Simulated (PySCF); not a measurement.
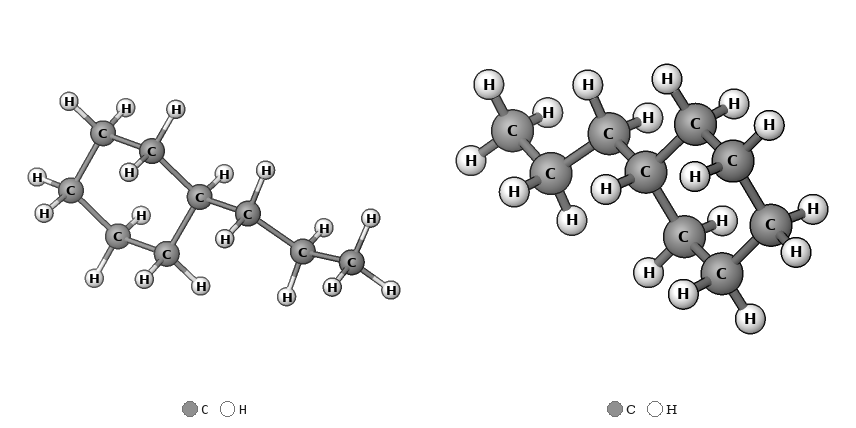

Both panels show the same species.

> Count the atoms of each element.

C₉H₁₈, 27 atoms: 9 carbon and 18 hydrogen.

> Which point group does it belong to?

C1.

> Write the SMILES.

CCCC1CCCCC1

> Describe its rings.

Independent rings (smallest set): 1 of 6 members.

The parts below concern this one geometry. Atoms keep their numbers from picture to picture. The geometry was computed by an optimisation with PBE0-D3(BJ)/def2-SVP. No frequency run is at hand to confirm it as a minimum.

Electronic properties

No frequency run is at hand to confirm it as a minimum. Properties computed with ωB97X-D/def2-SVPD, gas phase (PySCF 2.14.0). Excitations: vertical, linear response.

Predict the main results.

- dipole moment: 0.11 D
- HOMO energy (Kohn–Sham orbital): −10.01 eV
- LUMO energy (Kohn–Sham orbital): 2.48 eV
- HOMO–LUMO gap: 12.49 eV
- mean static polarisability: 106.3 bohr³
- lowest vertical singlet excitation: 8.59 eV
- its oscillator strength: 0.001
- brightest of the 10 lowest singlets: 9.09 eV
- its oscillator strength: 0.04

Bond orders

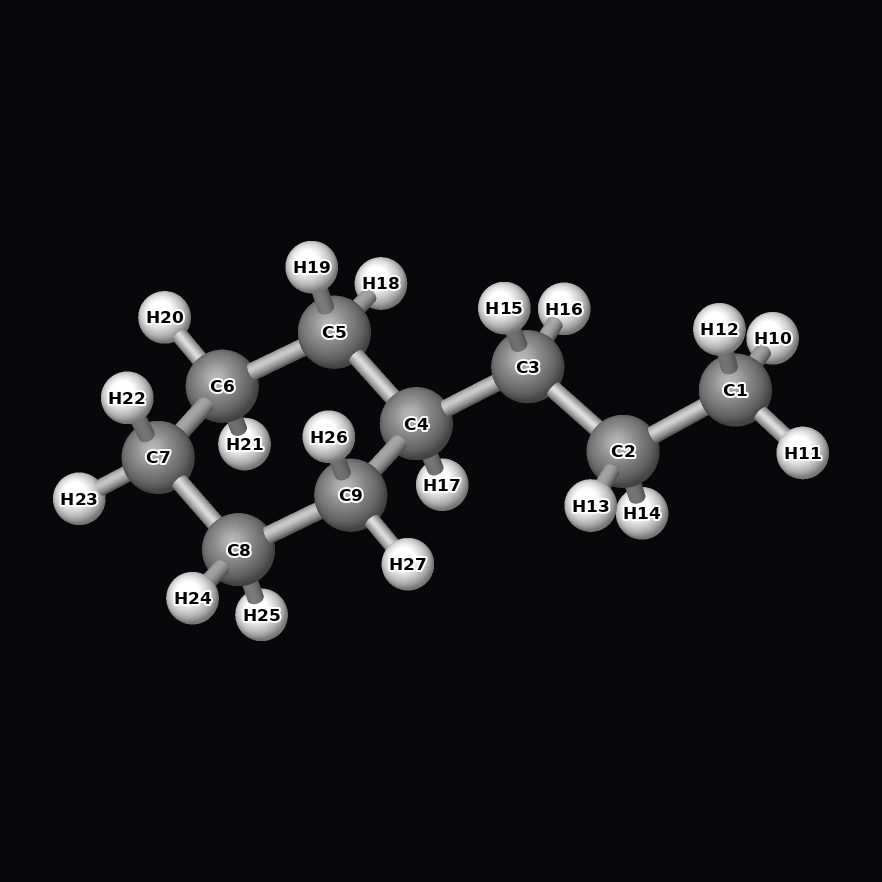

The thickness of each stick grows with its Mayer bond order. No frequency run is at hand to confirm it as a minimum. Method: PBE0/pcSseg-1 (PySCF 2.14.0).

List the Mayer bond orders of C1–C2, C2–C3, C3–C4, C4–C5, C4–C9, C5–C6, C6–C7, C7–C8, C8–C9 (bonds between heavy atoms, one of each equivalent set).

```
 bond  Mayer order  length (Å)
C1–C2         1.07       1.521
C2–C3         1.03       1.523
C3–C4         1.03       1.527
C4–C5         1.01       1.530
C4–C9         0.99       1.531
C5–C6         1.04       1.524
C6–C7         1.04       1.525
C7–C8         1.04       1.524
C8–C9         1.05       1.525
```

NMR shielding

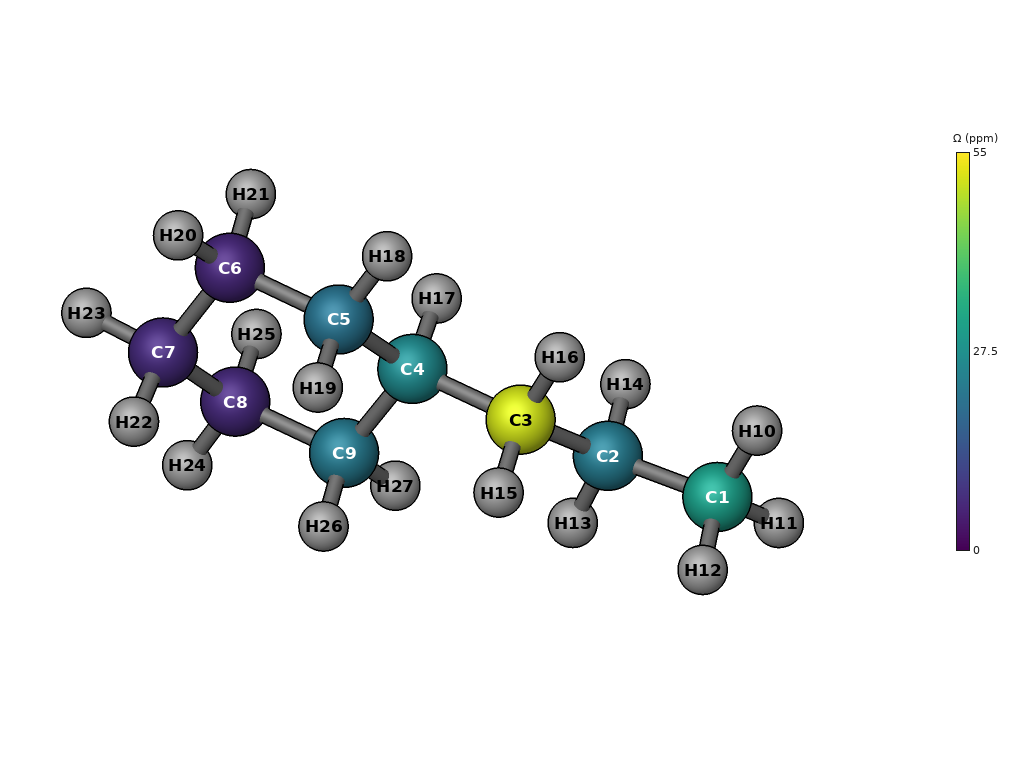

The C atoms are coloured by the span of their shielding tensor. No frequency run is at hand to confirm it as a minimum. Level of theory: GIAO CAM-B3LYP/pcSseg-1 NMR shielding, non-relativistic, gas phase (PySCF 2.14.0). Principal shieldings σ11 ≤ σ22 ≤ σ33, span Ω = σ33 − σ11, skew κ = 3(σiso − σ22)/Ω.

> Which C atom has the most anisotropic shielding?

C3, with a span of 51 ppm.

Give the shielding tensors of the C atoms.

| atom | σ11 | σ22 | σ33 | σiso | Ω | κ |
| --- | --- | --- | --- | --- | --- | --- |
| C1 | 153.8 | 158.8 | 184.7 | 165.8 | 30.9 | 0.67 |
| C2 | 144.9 | 163.0 | 167.6 | 158.5 | 22.6 | −0.60 |
| C3 | 116.7 | 132.0 | 167.7 | 138.8 | 51.0 | 0.40 |
| C4 | 128.2 | 142.6 | 154.4 | 141.7 | 26.2 | −0.10 |
| C5 | 137.3 | 138.4 | 158.4 | 144.7 | 21.0 | 0.90 |
| C6 | 149.8 | 154.0 | 156.2 | 153.3 | 6.4 | −0.30 |
| C7 | 149.3 | 154.3 | 156.2 | 153.3 | 7.0 | −0.43 |
| C8 | 149.7 | 154.8 | 156.4 | 153.6 | 6.7 | −0.52 |
| C9 | 134.0 | 154.0 | 156.5 | 148.2 | 22.5 | −0.78 |

Shieldings and span in ppm.
